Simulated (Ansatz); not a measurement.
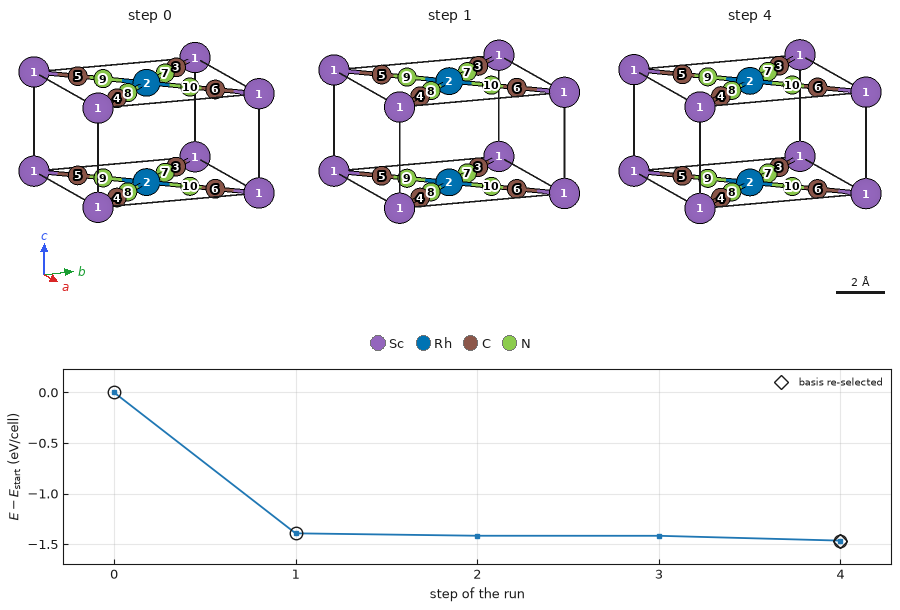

Frames of a relaxation of crystalline ScRhC₄N₄ (a generated structure, set up in P4/mmm) (coarse preliminary run), marked on the history of the run. A ball-and-stick model of the cell of the calculation, seen slightly off an axis.

Theory: DFT PBE, scalar-relativistic, plane waves, PAW (Ansatz).

The input:
```yaml
crystal:
  lattice:
    - [7.35320342, 0.0, 0.0]
    - [0.0, 7.35320342, 0.0]
    - [0.0, 0.0, 4.32243455]
  atoms:
    - { symbol: Sc, position: [0.0, 0.0, 0.0] }
    - { symbol: Rh, position: [0.5, 0.5, 0.0], spin: 1.0 }
    - { symbol: C, position: [0.19444177, 0.80555823, 0.0] }
    - { symbol: C, position: [0.80555823, 0.19444177, 0.0] }
    - { symbol: C, position: [0.19444177, 0.19444177, 0.0] }
    - { symbol: C, position: [0.80555823, 0.80555823, 0.0] }
    - { symbol: "N", position: [0.30695259, 0.69304741, 0.0] }
    - { symbol: "N", position: [0.69304741, 0.30695259, 0.0] }
    - { symbol: "N", position: [0.30695259, 0.30695259, 0.0] }
    - { symbol: "N", position: [0.69304741, 0.69304741, 0.0] }
basis:
  ecutwfc: 420
kpoints:
  mp_grid: { grid: [4, 4, 4] }
hamiltonian:
  xc: pbe
scf:
  occupations: { method: gaussian, width: 0.1 }
  lower_state_search: "off"
output:
  forces: true
  stress: true
  eigenvalues: true
  populations: true
magnetization:
  spin_polarized: true
relax:
  adjacent_minimum: "off"
  f_tol: 0.04
  max_steps: 70
  cell: { stress_tol: 0.4 }
```

Run as
```bash
ansatz run input.yaml --threads 1 --pin off --max-ram 2560MiB --backend cpu --events-out ev --progress --plain --runs-dir out
```

Describe the path.

The largest moves relative to the cell, 0.15 Å, are those of C3, C4, C5 and C6. C5 goes along [1 1 0]. Largest moves by element: C 0.15 Å, N 0.12 Å. Sc and Rh stay in place. The drawn cell changes as follows: a = b 7.353 → 7.582 Å (+3.1 %), c 4.322 → 4.421 Å (+2.3 %); the volume changes by +8.7 %. Some distances before and after: Sc1–C3 2.022 → 2.240 Å, Rh2–N10 2.008 → 1.950 Å. The space group stays P4/mmm (No. 123). After 3 accepted moves (4 points after the start) the energy has fallen by 1.464 eV per cell of the calculation. Largest force component: 2.1 eV/Å at the start, 0.033 eV/Å at the end. The pressure goes from 5.17 to 0.07 GPa. At 1 point the geometry stayed and the basis and grid were re-selected for the new cell (energy shift of 47.7 meV per cell of the calculation at most each time). The program noted that the starting moments weren't kept. The run may lie on a higher electronic state than the lowest, so the end point isn't shown to be the ground-state structure. From step 0 to 1: C atoms move most (0.13 Å), volume +6.9 %, energy −1.392 eV per cell of the calculation. From step 1 to 4: C atoms move most (0.02 Å), volume +1.7 %, energy −72.1 meV per cell of the calculation.

Limits of the set-up: layers or molecules are held without a dispersion correction, so their spacing is unreliable.
